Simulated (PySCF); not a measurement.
# doublet SnSe+: levels of theory compared

Wanted: a comparison of 6 runs (U-r2SCAN/def2-TZVP, U-revPBE/def2-TZVP, UM06-L/def2-TZVP, UPBE/def2-TZVP, UPBE0/def2-TZVP, UTPSS/def2-TZVP) of doublet SnSe+. 

Program for the calculation: PySCF 2.14.0.

2 further runs of the same task are left out: 2 set aside as unsound or not needed.

**1. The molecule**

SnSe+: 2 atoms, total charge +1, spin state doublet. SMILES of the parent species: `[Se][Sn]`. The shape is that of a PBE0-D4/def2-TZVP optimisation. That shape belongs to the parent species and isn't relaxed for this state.

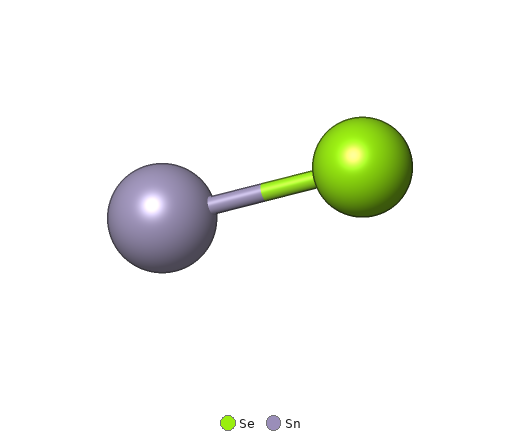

Viewed from a chosen angle; selenium green, tin purple.

**2. The energy at U-r2SCAN/def2-TZVP (core potential) (run 1)**

run.py reads:

```python
from pyscf import gto, dft

mol = gto.Mole()
mol.atom = '''
Se     0.000000     0.000000     0.012340
Sn     0.000000     0.000000     4.406482
'''
mol.charge = 1
mol.unit = 'bohr'
mol.verbose = 3
mol.basis = 'def2-tzvp'
mol.spin = 1
mol.ecp = {'Sn': 'def2-svp'}
mol.max_memory = 1860
mol.build()

ks = dft.UKS(mol)
ks.xc = 'r2scan'
ks.grids.level = 5
ks.conv_tol = 1e-10
ks.kernel()
if not ks.converged:
    ks = ks.newton().run(ks.mo_coeff, ks.mo_occ)

etot = ks.e_tot
print('Final energy', etot)
```

Command:

```
$ OMP_NUM_THREADS=1 python run.py
```

The program printed:

```text
WARN: HOMO -0.678983032355167 >= LUMO -0.678983032355177

WARN: HOMO -0.36000095879218 >= LUMO -0.36000095879205

converged SCF energy = -2615.64338407032  <S^2> = 0.75682408  2S+1 = 2.0068125
Final energy -2615.643384070323
```

Run time: 45 s. Hardware: 1 thread of Arm Neoverse V1, shared host; peak memory 0.52 GiB.

**3. The energy at U-revPBE/def2-TZVP (core potential) (run 2)**

run.py reads:

```python
from pyscf import gto, dft

system = gto.M(
    atom='''
Se     0.000000     0.000000     0.012340
Sn     0.000000     0.000000     4.406482
''',
    basis='def2-tzvp',
    unit='bohr',
    spin=1,
    verbose=3,
    max_memory=1860,
    ecp={'Sn': 'def2-svp'},
    charge=1,
)

myscf = dft.UKS(system)
myscf.xc = 'revpbe'
myscf.conv_tol = 1e-10
myscf.grids.level = 5
myscf.kernel()
if not myscf.converged:
    myscf = myscf.newton().run(myscf.mo_coeff, myscf.mo_occ)

e_tot = myscf.e_tot
print('Final energy', e_tot)
```

Command:

```
$ OMP_NUM_THREADS=1 python run.py
```

The program printed:

```text
WARN: HOMO -0.668543185851158 >= LUMO -0.668543185851157

WARN: HOMO -0.353381387632092 >= LUMO -0.353381387631943

converged SCF energy = -2615.43281207866  <S^2> = 0.75428801  2S+1 = 2.0042834
Final energy -2615.4328120786595
```

Run time: 19 s. Hardware: 1 thread of Arm Neoverse V1, shared host; peak memory 0.48 GiB.

Runs 3 to 5 aren't shown in full; the table further down has their settings and results.

**4. A single-point energy at UTPSS/def2-TZVP (core potential) (run 6)**

run.py reads:

```python
from pyscf import gto, dft

mol = gto.Mole()
mol.atom = '''
Se     0.000000     0.000000     0.012340
Sn     0.000000     0.000000     4.406482
'''
mol.ecp = {'Sn': 'def2-svp'}
mol.spin = 1
mol.charge = 1
mol.max_memory = 1860
mol.basis = 'def2-tzvp'
mol.unit = 'bohr'
mol.verbose = 3
mol.build()

mf = dft.UKS(mol, xc='tpss')
mf.grids.level = 5
mf.conv_tol = 1e-10
mf.kernel()
if not mf.converged:
    mf = mf.newton().run(mf.mo_coeff, mf.mo_occ)

energy = mf.e_tot
print(f'total energy: {energy:.8f} hartree')
```

Command:

```
$ OMP_NUM_THREADS=1 python run.py
```

The program printed:

```text
WARN: HOMO -0.671850614234636 >= LUMO -0.671850614234644

WARN: HOMO -0.354785248644099 >= LUMO -0.354785248644039

converged SCF energy = -2615.42079369501  <S^2> = 0.75432097  2S+1 = 2.0043163
total energy: -2615.42079370 hartree
```

It took 43 s on 1 thread of Arm Neoverse V1, shared host; peak memory 0.52 GiB.

**5. The series**

```
run                                level   energy (Eh)  HOMO energy (eV)  LUMO energy (eV)   ⟨S²⟩  wall time
  1  U-r2SCAN/def2-TZVP (core potential)  -2615.643384            -12.65            -11.88  0.757       45 s
  2  U-revPBE/def2-TZVP (core potential)  -2615.432812            -12.30            -12.01  0.754       19 s
  3    UM06-L/def2-TZVP (core potential)  -2615.662407            -12.34            -11.82  0.756       59 s
  4      UPBE/def2-TZVP (core potential)  -2615.219427            -12.37            -12.16  0.754       19 s
  5     UPBE0/def2-TZVP (core potential)  -2615.300182            -13.37            -11.06  0.755       21 s
  6     UTPSS/def2-TZVP (core potential)  -2615.420794            -12.44            -12.05  0.754       43 s
```

**6. Results**

| quantity | value |
| --- | --- |
| run 6: total energy | -2615.42079 Eh |
| run 6: HOMO energy (highest over α and β) | -12.44 eV |
| run 6: LUMO energy (lowest over α and β) | -12.05 eV |
| run 6: ⟨S²⟩ | 0.754 |

**Reading.** Totals of different functionals can't be ranked against each other. All runs together took 3.4 min, the longest 59 s.
